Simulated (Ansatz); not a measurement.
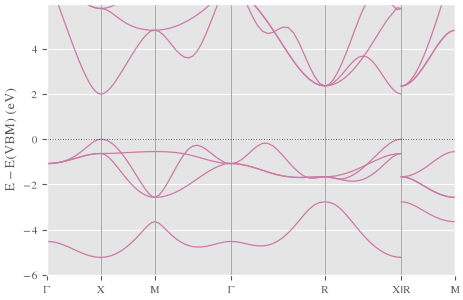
Fig. 1. Band structure from DFT-PBE in the program Ansatz with PAW potentials

Read off the gap and where the band edges lie.

About 2.0 eV (1.99 eV by a search for the band edges); maximum at X, minimum at X.

The material is TlBr (CsCl type, Pm-3m).

The PBE relaxation kept the symmetry of its start. Spin–orbit coupling is left out wherever it is not named.

Potentials: the later of the program's two PAW sets.
